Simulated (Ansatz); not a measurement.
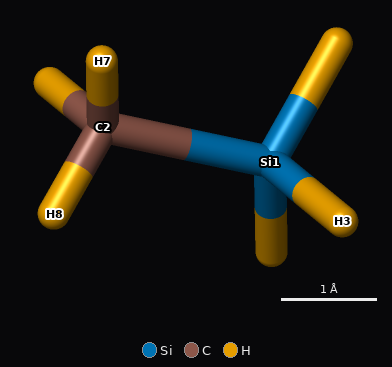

**Figure 1.** The input geometry (stick view, seen at a tilt; atoms are numbered from 1 in the order of the input). Bond lengths as drawn: C–H 1.09 Å, C–Si 1.87 Å and H–Si 1.49 Å.

## Single-point calculation of CH$_{6}$Si

System: CH$_{6}$Si.
Method: RHF-CCSD(T), frozen core/def2-TZVPP (Ansatz 0.2.0).

The geometry comes from this level: PBE0-D4/def2-TZVP.

### The program's output
```
Functional definition: HF
  name "HF"
  cite "Fock, Z. Phys. 61, 126 (1930) doi:10.1007/BF01340294"
  parent pbe
  exchange = exact_x
  correlation = 0
873 factors; integrals over basis functions are off by at most 1.1e-3 eV
mean field evaluation 1: about -8986.7291 eV, gradient 2.4e1 eV
mean field evaluation 2: about -8986.7314 eV, gradient 2.4e1 eV
mean field evaluation 4: about -8988.4784 eV, gradient 2.4e0 eV
mean field evaluation 8: about -8988.5041 eV, gradient 3.5e-4 eV
mean field evaluation 16: about -8988.5036 eV, gradient 2.7e-1 eV
mean field -8988.50405879 eV, -330.3214315337 hartree, gradient 3.1e-6 eV, S^2 0.000000; 0 other end points of the search recorded, 0 dependent functions left out
6 core orbitals not correlated: weight in the atoms' cores, before any rotation towards them, 1.000 or more for the frozen orbitals, at most 0.000 for the correlated occupied ones
reference -8988.50405879 eV, -330.3214315337 hartree; 7, 7 occupied and 144, 144 virtual orbitals, 873 factors
second order -8.65902340 eV of doubles, -0.00000000 eV of singles
cycle   1  -9.41196729 eV  change   -7.5e-1 eV  update   6.4e-2
cycle   2  -9.70738495 eV  change   -3.0e-1 eV  update   2.0e-2
cycle   3  -9.73000533 eV  change   -2.3e-2 eV  update   5.7e-3
cycle   4  -9.72820585 eV  change    1.8e-3 eV  update   1.8e-3
cycle   5  -9.72785758 eV  change    3.5e-4 eV  update   4.9e-4
cycle   6  -9.72779648 eV  change    6.1e-5 eV  update   1.4e-4
cycle   7  -9.72780562 eV  change   -9.1e-6 eV  update   4.0e-5
cycle   8  -9.72781046 eV  change   -4.8e-6 eV  update   1.1e-5
```

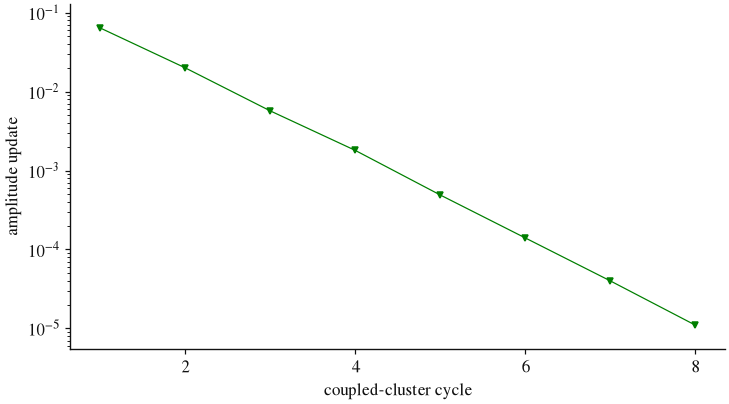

**Figure 2.** Convergence of the coupled-cluster equations: amplitude update against the coupled-cluster cycle. The residual falls at every step.

```
perturbative correction -0.30784572 eV, -0.0113131216 hartree
Total energy: -8998.53971497 eV, -330.6902350960 hartree
```

This output came from the following input.

### The input
```yaml
crystal:
  periodic: [false, false, false]
  atoms:
    - {symbol: Si, position_ang: [-1.197922, 0.273094, -0.017409]}
    - {symbol: C, position_ang: [-0.434173, -1.257558, 0.739584]}
    - {symbol: H, position_ang: [-0.887240, 0.351533, -1.470663]}
    - {symbol: H, position_ang: [-2.677457, 0.258198, 0.141609]}
    - {symbol: H, position_ang: [-0.672208, 1.501527, 0.637723]}
    - {symbol: H, position_ang: [-0.659688, -1.317340, 1.806516]}
    - {symbol: H, position_ang: [0.651678, -1.246194, 0.622410]}
    - {symbol: H, position_ang: [-0.817709, -2.160867, 0.260305]}
basis:
  gaussian: {orbitals: def2-TZVPP}
correlation: {method: ccsd_t}
```

Launched with:
```bash
ansatz run in.yaml --threads 4 --pin off --events-out ev --progress --plain --max-ram 9574MiB
```

### Results in brief

| quantity | value |
| --- | --- |
| outcome | converged |
| total energy | −8998.5397 eV |
| mean-field energy | −8988.5041 eV |
| CCSD correlation | −9.7278 eV |
| (T) correction | −0.3078 eV |
| T1 diagnostic | 0.010 |
| SCF solution under orbital rotations | stable |
| hardware | 4 threads of Arm Neoverse V1, 23 GiB of memory available, shared host |
| wall time | 5.5 s (CPU time 19 s) |
| peak memory | 1 GiB |
